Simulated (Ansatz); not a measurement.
PmBi

Input

```
crystal:
  lattice:
    - [0.0, 3.2816130053, 3.2816130053]
    - [3.2816130053, 0.0, 3.2816130053]
    - [3.2816130053, 3.2816130053, 0.0]
  atoms:
    - { symbol: Pm, position: [0.5, 0.5, 0.5], spin: 4.78 }
    - { symbol: Bi, position: [0.0, 0.0, 0.0] }
basis:
  ecutwfc: 600
  ecutrho_ratio: 5
kpoints:
  mp_grid: { grid: [10, 10, 10] }
  band_path:
    path:
      - [[0.0, 0.0, 0.0], [0.5, 0.0, 0.5], [0.625, 0.25, 0.625]]
      - [[0.375, 0.375, 0.75], [0.0, 0.0, 0.0], [0.5, 0.5, 0.5], [0.5, 0.25, 0.75], [0.5, 0.0, 0.5]]
    npoints: 14
hamiltonian:
  xc: pbe
scf:
  occupations: { method: gaussian, width: 0.05 }
  lower_state_search: "off"
  n_extra_bands: 18
output:
  forces: true
  stress: true
  eigenvalues: true
  populations: true
  hubbard: { sites: [{ species: Pm, l: f }] }
  dos: { projected: true, de: 0.02 }
  bader: true
  write_density: true
  write_potential: true
  elf: true
  volumetric_format: npy
magnetization:
  spin_polarized: true
checkpoint:
  read: start.run
  write: ck
  compress: false
  write_wavefunctions: false
  write_every: 100000
```

Run with:

```sh
ansatz run input.yaml --threads 2 --pin off --max-ram 2662MiB --backend cpu --events-out ev --progress --plain --runs-dir out
```

Below, planes, directions and counts refer to the conventional cell (a = 6.56 Å, b = 6.56 Å, c = 6.56 Å, α = 90.00°, β = 90.00°, γ = 90.00°).

Space group Fm-3m; started from the rocksalt prototype, which need not be the ambient phase; the SCF solution may not be the lowest one; no Hubbard U on the f states and no spin–orbit coupling; spin-polarised.

The calculation used DFT PBE, scalar-relativistic, plane waves, PAW (Ansatz).

Predict the electron localisation function and spin density between the atoms.

Pm–Bi (3.28 Å): the ELF peaks at about 0.55 in the valence shell of Bi, 1.4 Å from its nucleus, and drops to about 0.20 between the two atoms (no localised pair shows between them).
The spin density sits on Pm: +4.3 μB (×4) in one cell of 8 atoms, with smaller moments on other sites: Bi (up to −0.10 μB): parallel main moments, as they must be, since the calculation's own cell holds one magnetic site. The cell of the calculation (2 atoms) carries 4.2 μB of net spin moment.

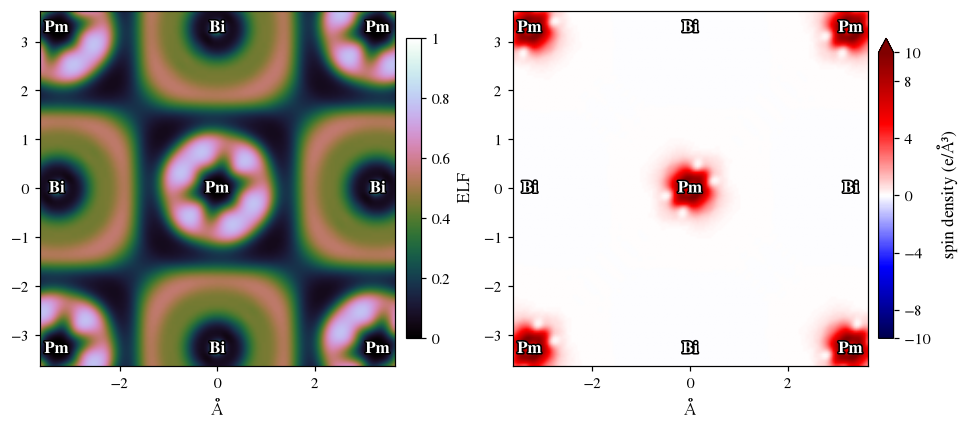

Computed electron localisation function and spin density on the (010) plane of the conventional cell, in this order. 

Core electrons are frozen (PAW), and the valence fields are smoothed inside the atomic spheres.
